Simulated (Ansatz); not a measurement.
# What NaGeCl3 (model cell, started as cubic perovskite with Ge in the octahedra) distorts into

Aim: this structure of NaGeCl3 (model cell, started as cubic perovskite with Ge in the octahedra) is to be tested for unstable modes, and one is followed downhill.

Main program and level: Ansatz 0.2.0; DFT PBEsol, scalar-relativistic, plane waves, PAW; PAW set soft_1.

The structure was built from a prototype and need not be the compound's stable phase.

**1. The starting structure**

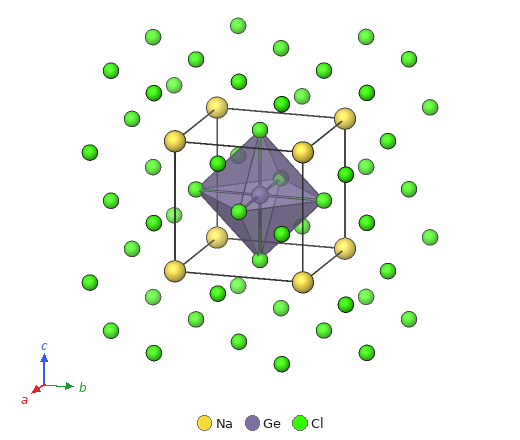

Start, viewed slightly off an axis; sodium yellow, germanium purple, chlorine green. Some periodic images of atoms are drawn too.

**2. The dispersion**

The cell comes from relaxations at this level that are not shown. Stability and thermal properties need the whole zone. Linear response on a 2×2×2 q mesh gives force constants as far as a supercell of that size would, and the tensors from the zone-centre run are typed in so that the long-range dipole term is interpolated apart.

input.yaml reads:

```yaml
crystal:
  lattice:
    - [5.1274103071, 0.0, 0.0]
    - [0.0, 5.1274103071, 0.0]
    - [0.0, 0.0, 5.1274103071]
  atoms:
    - { symbol: Na, position: [0.0, 0.0, 0.0] }
    - { symbol: Ge, position: [0.5, 0.5, 0.5] }
    - { symbol: Cl, position: [0.5, 0.5, 0.0] }
    - { symbol: Cl, position: [0.5, 0.0, 0.5] }
    - { symbol: Cl, position: [0.0, 0.5, 0.5] }
kpoints:
  mp_grid: { grid: [12, 12, 12] }
hamiltonian:
  xc: pbesol
  pseudopotentials: { kind: paw, azcp: { folder: soft_1 }, xc_functional: pbe }
scf:
  occupations: { method: fixed }
output:
  eigenvalues: true
phonons:
  method: dfpt
  qmesh: [2, 2, 2]
  temperatures: { t_max: 1000, t_step: 50 }
  qpath:
    path:
      - [[0.0, 0.0, 0.0], [0.0, 0.5, 0.0], [0.5, 0.5, 0.0], [0.0, 0.0, 0.0], [0.5, 0.5, 0.5], [0.0, 0.5, 0.0]]
      - [[0.5, 0.5, 0.5], [0.5, 0.5, 0.0]]
    npoints: 10
  non_analytic_term:
    high_frequency_dielectric_tensor: [[7.5307, 0.0, 0.0], [0.0, 7.5307, 0.0], [0.0, 0.0, 7.5307]]
    born_effective_charges:
      - { species: Na, tensor: [[1.3094, 0.0, 0.0], [0.0, 1.3094, 0.0], [0.0, 0.0, 1.3094]] }
      - { species: Ge, tensor: [[5.0496, 0.0, 0.0], [0.0, 5.0496, 0.0], [0.0, 0.0, 5.0496]] }
      - { species: Cl, tensor: [[-0.545, 0.0, 0.0], [0.0, -0.545, 0.0], [0.0, 0.0, -5.269]] }
      - { species: Cl, tensor: [[-0.545, 0.0, 0.0], [0.0, -5.269, 0.0], [0.0, 0.0, -0.545]] }
      - { species: Cl, tensor: [[-5.269, 0.0, 0.0], [0.0, -0.545, 0.0], [0.0, 0.0, -0.545]] }
    source: "zone-centre run at this cell"
```

Command:

```console
> ansatz run input.yaml --threads 8 --pin off --max-ram 16384MiB --backend cpu --events-out ev --progress --plain --runs-dir out
```

Numbers of over 12 decimals in the logs are rounded to 6 here.

The log of the run:

```text
Engine: ansatz 0.2.0, aarch64-unknown-linux-gnu
Pseudopotentials: kind: paw
Pseudopotential: Na, paw, valence charge 9, recommended cutoff 420 eV (normal), soft_1/Na.paw.azcp
Pseudopotential: Ge, paw, valence charge 14, recommended cutoff 420 eV (normal), soft_1/Ge.paw.azcp
Pseudopotential: Cl, paw, valence charge 7, recommended cutoff 420 eV (normal), soft_1/Cl.paw.azcp
Functional definition: PBEsol
  exchange = pbesol_x
  correlation = pbesol_c
Crystal: 5 atoms, lattice volume = 134.801 Å³
Basis set: ecut = 420 eV, 2601 PW (Γ), exchange–correlation on 72×72×72 points (8 copies of the dense FFT grid, shifted against one another)
Bands: 27, of which v1, the nominal top of the filled ones, is band 22 counted from 1 (21 counted from 0)
Symmetry: 48 space group operations
k-points: 84 of 1728
Non-local potential: Na, projectors of the file, l = 0: 3, l = 1: 2, l = 2: 1
Non-local potential: Ge, projectors of the file, l = 0: 2, l = 1: 2, l = 2: 3, l = 3: 1
Non-local potential: Cl, projectors of the file, l = 0: 2, l = 1: 2, l = 2: 1
PAW form: soft (Blöchl's): semilocal exchange-correlation on the pseudo side does not see the compensation charge
PAW frozen core: Na, regenerated for the run's functional, and the local potential with it (the file was generated under x = pbe(κ = 0.804, μ = 0.219515), c = pbe(β = 0.066725))
PAW frozen core: Ge, regenerated for the run's functional, and the local potential with it (the file was generated under x = pbe(κ = 0.804, μ = 0.219515), c = pbe(β = 0.066725))
PAW frozen core: Cl, regenerated for the run's functional, and the local potential with it (the file was generated under x = pbe(κ = 0.804, μ = 0.219515), c = pbe(β = 0.066725))
PAW one-centre angular grid: Na, 110 points (default); XC on 64 Gauss nodes
PAW one-centre angular grid: Ge, 590 points (default); XC on 64 Gauss nodes
PAW one-centre angular grid: Cl, 110 points (default); XC on 64 Gauss nodes
Initial density: superposition of atomic densities (chi_scale 0.1, normalization cell, long waves kept (reshape's long-wave potential 0.02 eV rms))
Initial wavefunctions: pseudopotential atomic-orbital guess
Functional: x = pbesol(κ = 0.804, μ = 0.123457), c = pbesol(β = 0.046)
SCF iter   1: F=—  HF=-8918.521809 eV  |F-HF|=—  |Δ(HF+E_count)|=         —  Δρ=5.03e-2  dr2=2.94e0  ethr=3.10e-3  ⟨swp⟩=5.1  Hψ=9374  notcnv=0  defer=214
preconditioner: auto → Resta (q_TF=auto, 2.264 Å⁻¹)  ε∞=3.7  [insulator: Δε(μ)=0.000 eV  Ē_g=9.900 eV  n_scr=26 (ndim 8)  ℏωp=16.3 eV  f_vac=0.027  ε∞_Penn≈3.7]
SCF iter   2: F=—  HF=-8917.357568 eV  |F-HF|=—  |Δ(HF+E_count)|=    1.16e0  Δρ=1.79e-2  dr2=4.79e-1  ethr=3.10e-3  ⟨swp⟩=3.0  Hψ=5292  notcnv=0  defer=217
SCF iter   3: F=—  HF=-8917.171670 eV  |F-HF|=—  |Δ(HF+E_count)|=   1.86e-1  Δρ=6.01e-3  dr2=6.67e-2  ethr=1.09e-3  ⟨swp⟩=2.6  Hψ=4255  notcnv=0  defer=240
SCF iter   4: F=—  HF=-8917.159066 eV  |F-HF|=—  |Δ(HF+E_count)|=   1.26e-2  Δρ=2.19e-3  dr2=8.14e-3  ethr=1.51e-4  ⟨swp⟩=3.0  Hψ=4055  notcnv=0  defer=246
SCF iter   5: F=—  HF=-8917.158062 eV  |F-HF|=—  |Δ(HF+E_count)|=   1.00e-3  Δρ=7.78e-4  dr2=8.99e-4  ethr=1.85e-5  ⟨swp⟩=2.6  Hψ=4198  notcnv=0  defer=248
SCF iter   6: F=—  HF=-8917.158500 eV  |F-HF|=—  |Δ(HF+E_count)|=   4.38e-4  Δρ=1.29e-4  dr2=2.54e-5  ethr=2.04e-6  ⟨swp⟩=2.0  Hψ=3924  notcnv=0  defer=248
SCF iter   7: F=—  HF=-8917.158548 eV  |F-HF|=—  |Δ(HF+E_count)|=   4.79e-5  Δρ=5.59e-5  dr2=4.47e-6  ethr=5.77e-8  ⟨swp⟩=2.0  Hψ=3933  notcnv=0  defer=248
SCF iter   8: F=—  HF=-8917.158546 eV  |F-HF|=—  |Δ(HF+E_count)|=   2.35e-6  Δρ=1.19e-5  dr2=3.26e-7  ethr=1.01e-8  ⟨swp⟩=2.0  Hψ=4045  notcnv=0  defer=205
SCF iter   9: F=—  HF=-8917.158549 eV  |F-HF|=—  |Δ(HF+E_count)|=   3.06e-6  Δρ=3.44e-6  dr2=2.22e-8  ethr=7.41e-10  ⟨swp⟩=2.0  Hψ=4040  notcnv=0  defer=147
SCF iter  10: F=—  HF=-8917.158549 eV  |F-HF|=—  |Δ(HF+E_count)|=   4.12e-8  Δρ=5.99e-7  dr2=6.40e-10  ethr=5.05e-11  ⟨swp⟩=2.0  Hψ=3944  notcnv=0  defer=148
SCF iter  11: F=—  HF=-8917.158549 eV  |F-HF|=—  |Δ(HF+E_count)|=   2.37e-9  Δρ=2.15e-7  dr2=7.36e-11  ethr=1.46e-12  ⟨swp⟩=2.0  Hψ=3920  notcnv=0  defer=148
SCF iter  12: F=-8917.158549 eV  HF=-8917.158549 eV  |F-HF|=3.64e-12  |Δ(HF+E_count)|=  2.76e-10  Δρ=4.74e-8  dr2=5.21e-12  ethr=1.00e-12  ⟨swp⟩=15.4  Hψ=14758  notcnv=0
SCF 1 converged in 12 iterations: F = -8917.158549 eV  dr2 = 5.21e-12
  greatest PAW one-centre occupation: 0.999 electrons in one spin orbital (limit 2), on the Na atom at site 0 (counted from 0), in its partial waves of l = 0
NSCF: frozen V_eff on 84 k-points
NSCF: frozen V_eff on 343 k-points
DFPT response loops at q = (0, 0, 0) (fractional): preconditioner auto → none (the input reference at scf.mixing.eps_inf says where Resta's filter doesn't serve); β = 0.50; Broyden in place of MSR1
NSCF: frozen V_eff on 686 k-points
DFPT response loops at q = (0, 0, -0.5) (fractional): mixed as the last ones told, above
NSCF: frozen V_eff on 686 k-points
DFPT response loops at q = (0, -0.5, -0.5) (fractional): mixed as the last ones told, above
NSCF: frozen V_eff on 686 k-points
DFPT response loops at q = (-0.5, -0.5, -0.5) (fractional): mixed as the last ones told, above
SCF converged after 12 iterations
Free energy (F): -8917.158549 eV
Harris-Foulkes:  -8917.158549 eV  (|F-HF|=3.64e-12)
Internal energy: -8917.158549 eV  (E = F + TS)
E sigma→0 (E₀):  -8917.158549 eV
Fermi energy:    4.571986 eV
--- Per-component energies (eV) ---
  E_band       = -514.014513
  E_kinetic    = 660.773543
  E_local      = -5011.220536  (includes V_loc(G=0)·N_el)
  E_nonlocal   = 585.948506
  E_hartree    = 2046.687214
  E_xc         = -427.101896
  E_vxc        = -460.395837  (∫ρ·V_xc dr)
  E_paw        = -4171.552038  (= ΣΔE_a)
  E_vpaw       = -382.494929  (= ΣTr[D̂ρ^β])
  E_aug_tail   = 0.000331  (compensation charges beyond the density's cutoff)
  E_ewald      = -2601.901603
  E_core_change = 1.207928  (= ΣΔE_core)
  E_smearing   = -0.000000  (= −TS)
  E_closure    = -0.000000  (closes the sum)
  Σ components = -8917.158549   (vs F -8917.158549, Δ=0.00e0)
--- Band table (eV; the first three rows and the last of 84) ---
  k-point 0: bands = [... 18 lower, 0.6925, 0.7739, 0.7739, 0.7739, 5.4119, 9.4622, 9.4622, 9.4705, ... 1 higher]
  k-point 1: bands = [... 18 lower, 0.6807, 0.7632, 0.7632, 0.7768, 5.4892, 9.4169, 9.4478, 9.4478, ... 1 higher]
  k-point 2: bands = [... 18 lower, 0.6490, 0.7508, 0.7508, 0.8157, 5.7097, 9.0408, 9.2681, 9.4112, ... 1 higher]
  k-point 83: bands = [... 18 lower, 1.3479, 1.3479, 1.3479, 4.5720, 4.9197, 4.9197, 4.9197, 6.3794, ... 1 higher]
--- Phonons (Γ-DFPT): 4 representative perturbations + reference (Σ response iterations 12) ---
  ASR residual: 5.850e-5 → 0.000e0 eV/Å²; symmetrization residual: 5.549e-6 eV/Å²
  ASR residual per site (eV/Å²): 5.85e-5 1.68e-5 3.51e-5 3.51e-5 3.51e-5
  Γ frequencies (cm⁻¹): -89.48 -89.48 -89.48 0.00 0.00 0.00 15.84 15.84 15.84 34.58 34.58 34.58 103.34 103.34 103.34
--- Phonons (arbitrary-q DFPT): 4 irreducible q on the 2×2×2 mesh ---
  q = [0.0000, 0.0000, 0.0000] (star 1, of the zone-centre solve; hermiticity 1.78e-5, symmetrization 9.42e-12): -89.48 -89.48 -89.48 -0.00 -0.00 -0.00 15.84 15.84 15.84 34.58 34.58 34.58 103.34 103.34 103.34
  q = [0.0000, 0.0000, -0.5000] (star 3, 9 solved perturbations in 2646 linear systems a pass and spin channel, the states on 343 of 1728 k-point pairs; hermiticity 1.54e-6, symmetrization 2.08e-9): -82.21 -82.21 -20.44 -20.44 42.48 42.48 55.71 64.58 68.07 69.74 69.74 88.06 88.06 185.18 256.58
  q = [0.0000, -0.5000, -0.5000] (star 3, 9 solved perturbations in 2646 linear systems a pass and spin channel, the states on 343 of 1728 k-point pairs; hermiticity 1.73e-6, symmetrization 2.01e-8): -79.42 -79.42 -74.17 -71.02 51.64 57.92 57.92 72.31 73.83 73.83 118.62 186.09 186.09 231.52 262.15
  q = [-0.5000, -0.5000, -0.5000] (star 1, 4 solved perturbations in 931 linear systems a pass and spin channel, the states on 343 of 1728 k-point pairs; hermiticity 7.21e-7, symmetrization 4.06e-10): -83.49 -83.49 -83.49 -74.19 -74.19 -74.19 124.07 124.07 124.07 177.21 177.21 177.21 231.12 231.12 268.96
  sum rule: each row above includes the acoustic sum rule's correction from the zone centre's row sums; it moved no ω² by more than (0.83 cm⁻¹)²
  mesh force constants: q→R imaginary residual 8.03e-18; ASR residual 5.850e-5 → 0.000e0 eV/Å²; symmetrization residual 5.329e-15 eV/Å²
  interpolated dispersion: 63 rows × 15 modes
  density of states and harmonic sums: on the 12×12×12 q-mesh, interpolated from the force constants of a 2×2×2 supercell (with the dipole–dipole term of supplied tensors)
  largest difference from the sums on the solved wave vectors: F 1.01e-1 eV, S 1.12e-4 and C_V 5.68e-5 eV/K
  zero-point energy: 0.075838 eV/cell   skipped modes (ω ≤ 0): 386, of them read as no rigid motion or as one in doubt: 383 (4.624e0 modes/cell left out, lowest -89.48 cm⁻¹)   left out of the sums: 3.08e-1 of the cell's modes: C_V's classical limit lies that fraction below 3 k_B per atom; for a crystal, a wire or a layer, F and S can be off by more, and a phonons.interpolated_qmesh denser along its periods is the remedy for the sampling
```

Run time: 5 min. Hardware: 8 threads of Arm Neoverse V1, shared host; peak memory 3 GiB; 39 min of CPU time.

The column dr2 measures how far the density is from self-consistency, as an energy; F and HF (Harris–Foulkes) agree once it is small.

Numbers from this step:

| Property | Result |
| --- | --- |
| gap on the k-mesh | 0.3477 eV |
| volume per atom | 26.96 Å³ |
| sum-rule residual before enforcement | 5.85e-5 eV/Å² |
| lowest frequency on the path | -89.48 cm⁻¹ |
| point group | m-3m |
| highest frequency on the path or at a solved wavevector | 269 cm⁻¹ |
| highest optical mode at the zone centre (no LO-TO term) | 103.3 cm⁻¹ |
| lowest optical zone-centre mode | -89.48 cm⁻¹ |
| lowest mode on the q mesh (acoustic modes at Γ apart) | -89.48 cm⁻¹ |

Frequencies (cm⁻¹) solved at each irreducible wavevector; negative means imaginary. Frequencies by wavevector, by row:

```
q in reciprocal lattice units  star  mode 1  mode 2  mode 3  mode 4  mode 13  mode 14  mode 15
                        0 0 0     1   -89.5   -89.5   -89.5       0    103.3    103.3    103.3
                     0 0 -0.5     3   -82.2   -82.2   -20.4   -20.4     88.1    185.2    256.6
                  0 -0.5 -0.5     3   -79.4   -79.4   -74.2     -71    186.1    231.5    262.1
               -0.5 -0.5 -0.5     1   -83.5   -83.5   -83.5   -74.2    231.1    231.1      269
```

Interpolated from a 2×2×2 q mesh, with the LO-TO term (at Γ the limit along the path; where Γ stands inside the path, tables give the limit on arrival). Phonon branches along the path, in cm⁻¹:

```
    point  branch 1  branch 2  branch 3  branch 4  branch 12  branch 13  branch 14  branch 15
        Γ       -90       -90       -84         0        102        103        103        243
        X       -82       -82       -20       -20         88         88        185        257
        M       -79       -79       -74       -71        186        186        232        262
        Γ       -90       -90       -84         0        102        103        103        243
        R       -84       -84       -84       -74        177        231        231        269
        X       -82       -82       -20       -20         88         88        185        257
jump to R       -84       -84       -84       -74        177        231        231        269
        M       -79       -79       -74       -71        186        186        232        262
```

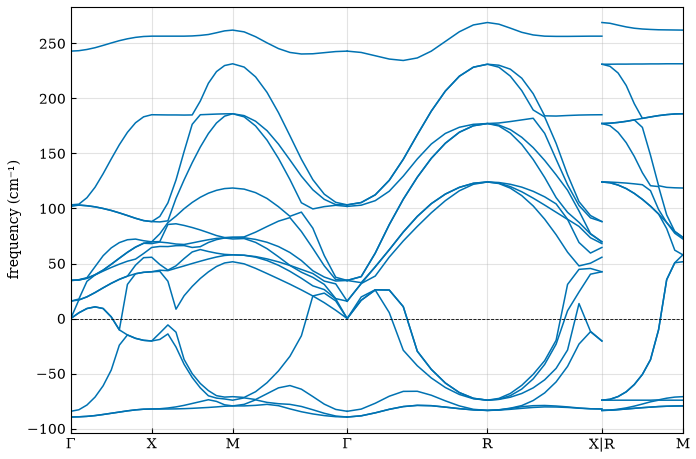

Phonon branches along the path.

Symmetry leaves 4 wavevectors to solve. The lowest mode among them, the acoustic zeros apart, lies at Γ and is imaginary, 89.5i cm⁻¹, so the energy falls along it.

**3. The mode frozen in, largest atomic shift 0 Å**

The mode followed lies at q = (-0.5, -0.5, -0.5) with frequency 83.5i cm⁻¹ and is 3-fold degenerate, one of the unstable modes though not the softest. At small amplitude the distorted cell has space group no. 74 by a symmetry search on the positions. The undistorted cell that holds it gives the zero of energy on the same k mesh.

System of this step: NaGeCl3 (model cell, started as cubic perovskite with Ge in the octahedra). It takes space group Pm-3m (No. 221, cubic). Conventional cell: a = 5.127 Å, b = 5.127 Å, c = 5.127 Å, α = 90.00°, β = 90.00°, γ = 90.00°. Na has 12 Cl at 3.63 Å nearest. Nearest to Ge lie 6 Cl at 2.56 Å. Nearest to Cl lie 2 Ge at 2.56 Å. Farther neighbours and most contacts between anions are not listed.

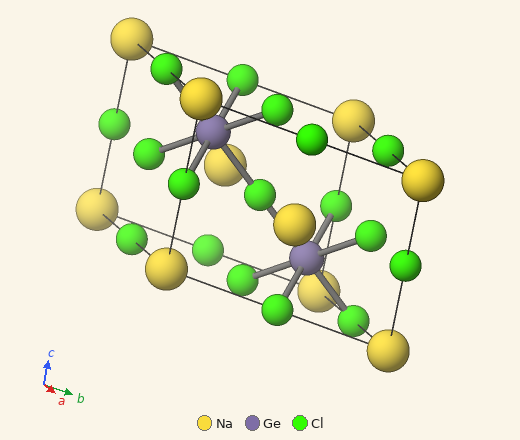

The cell of this step (sodium yellow, germanium purple, chlorine green). Some periodic images of atoms are drawn too.

input.yaml reads:

```yaml
crystal:
  lattice:
    - [5.1274103071, 5.1274103071, 0.0]
    - [5.1274103071, 0.0, 5.1274103071]
    - [5.1274103071, 0.0, -5.1274103071]
  atoms:
    - { symbol: Na, position: [0.0, 0.5, 0.5] }
    - { symbol: Na, position: [0.0, 0.0, 1.0] }
    - { symbol: Ge, position: [0.5, 0.25, 0.75] }
    - { symbol: Ge, position: [0.5, 0.75, 0.25] }
    - { symbol: Cl, position: [0.5, 0.0, 1.0] }
    - { symbol: Cl, position: [0.5, 0.5, 0.5] }
    - { symbol: Cl, position: [0.0, 0.5, 0.0] }
    - { symbol: Cl, position: [0.0, 0.0, 0.5] }
    - { symbol: Cl, position: [0.5, 0.0, 0.5] }
    - { symbol: Cl, position: [0.5, 0.5, 0.0] }
kpoints:
  mp_grid: { grid: [10, 10, 10] }
hamiltonian:
  xc: pbesol
  pseudopotentials: { kind: paw, azcp: { folder: soft_1 }, xc_functional: pbe }
scf:
  occupations: { method: gaussian, width: 0.02 }
output:
  forces: true
  stress: true
  eigenvalues: true
```

The log of the run:

```text
[...]
Crystal: 10 atoms, lattice volume = 269.603 Å³
Basis set: ecut = 420 eV, 5209 PW (Γ), exchange–correlation on 100×100×100 points (8 copies of the dense FFT grid, shifted against one another)
Bands: 54, of which v1, the nominal top of the filled ones, is band 44 counted from 1 (43 counted from 0)
Symmetry: 96 space group operations
[...]
k-points: 47 of 1000
[...]
k-point 0: bands = [... 40 lower, 1.3477, 1.3477, 1.3477, 4.5719, 4.9196, 4.9196, 4.9196, 5.4118, ... 4 higher]
  k-point 1: bands = [... 40 lower, 1.3097, 1.3097, 1.3296, 4.0528, 5.0655, 5.0655, 5.4306, 5.4950, ... 4 higher]
  k-point 2: bands = [... 40 lower, 1.2249, 1.2249, 1.2778, 3.3923, 5.4606, 5.4606, 5.7293, 6.0655, ... 4 higher]
  k-point 46: bands = [... 40 lower, 0.9234, 1.1373, 2.2531, 2.5668, 5.7032, 5.8496, 7.0632, 7.3117, ... 4 higher]
[key lines of the parts left out:]
SCF converged after 9 iterations
Free energy (F): -17834.317419 eV
Fermi energy:    4.745142 eV
P = ⅓ Tr σ = -0.0024 GPa (-0.024 kbar)
```

Wall time 5.9 s (8 threads); peak memory 1.2 GiB; 45 s of CPU time.

This step gave:

| Quantity | Value |
| --- | --- |
| pressure | -0.002401 GPa |
| energy from the undistorted cell | 0 meV/atom |

At this level the gap is 0.35 eV on the k-mesh of the self-consistent run, which can miss the band edges.

**4. The mode frozen in, largest atomic shift 0.6 Å**

The atoms are moved along the unstable eigenvector, the largest shift by 0.6 Å, with the cell fixed.

input.yaml, the sections that differ from step 3:

```yaml
crystal:
  lattice:
    - [5.1274103071, 5.1274103071, 0.0]
    - [5.1274103071, 0.0, 5.1274103071]
    - [5.1274103071, 0.0, -5.1274103071]
  atoms:
    - { symbol: Na, position: [0.082744318, 0.417255682, 0.5] }
    - { symbol: Na, position: [-0.082744318, 0.082744318, 1.0] }
    - { symbol: Ge, position: [0.5, 0.25, 0.75] }
    - { symbol: Ge, position: [0.5, 0.75, 0.25] }
    - { symbol: Cl, position: [0.5, 0.0077745519, 1.0077745519] }
    - { symbol: Cl, position: [0.5, 0.4922254481, 0.4922254481] }
    - { symbol: Cl, position: [0.0, 0.4922254481, -0.0077745519] }
    - { symbol: Cl, position: [0.0, 0.0077745519, 0.5077745519] }
    - { symbol: Cl, position: [0.4844508962, 0.0155491038, 0.5] }
    - { symbol: Cl, position: [0.5155491038, 0.4844508962, 0.0] }
# kpoints, hamiltonian, scf, output: as in step 3
```

The log of the run:

```text
[...]
Crystal: 10 atoms, lattice volume = 269.603 Å³
Basis set: ecut = 420 eV, 5209 PW (Γ), exchange–correlation on 100×100×100 points (8 copies of the dense FFT grid, shifted against one another)
Bands: 54, of which v1, the nominal top of the filled ones, is band 44 counted from 1 (43 counted from 0)
Symmetry: 8 space group operations
[...]
k-points: 171 of 1000
[...]
k-point 0: bands = [... 40 lower, 1.2073, 1.2776, 1.2922, 4.3951, 4.8430, 4.8489, 4.8678, 5.6064, ... 4 higher]
  k-point 1: bands = [... 40 lower, 1.1830, 1.2400, 1.2625, 3.9280, 4.9867, 4.9986, 5.3246, 5.6877, ... 4 higher]
  k-point 2: bands = [... 40 lower, 1.1160, 1.1560, 1.1976, 3.2898, 5.3762, 5.3890, 5.9183, 5.9474, ... 4 higher]
  k-point 170: bands = [... 40 lower, 0.7049, 1.2868, 1.9679, 3.2813, 5.3400, 5.4679, 6.0079, 7.3934, ... 4 higher]
[key lines of the parts left out:]
SCF converged after 10 iterations
Free energy (F): -17834.495885 eV
Fermi energy:    4.619048 eV
P = ⅓ Tr σ = 0.4013 GPa (4.013 kbar)
```

Elapsed: 23 s, on 8 threads; peak memory 2 GiB.

This step gave:

```
pressure                         : 0.4013 GPa
gap on the k-mesh                : 0.4478 eV
energy from the undistorted cell : -17.85 meV/atom
```

The energy, extrapolated to zero smearing, is -17.85 meV/atom against the undistorted cell.

The run ends at a pressure of 0.40 GPa, with forces up to 0.18 eV/Å.

(Part 1 of 3 ends here.)

[Logs are printed without paths, hosts, clocks, repeated set-up lines and the standing remarks that a program may print on its own settings, such as how far it seeks lower states.]

[Hosts, paths, dates, database ids (printed as entryN), source tags and the programs' standing remarks are cut or masked in the printed files.]
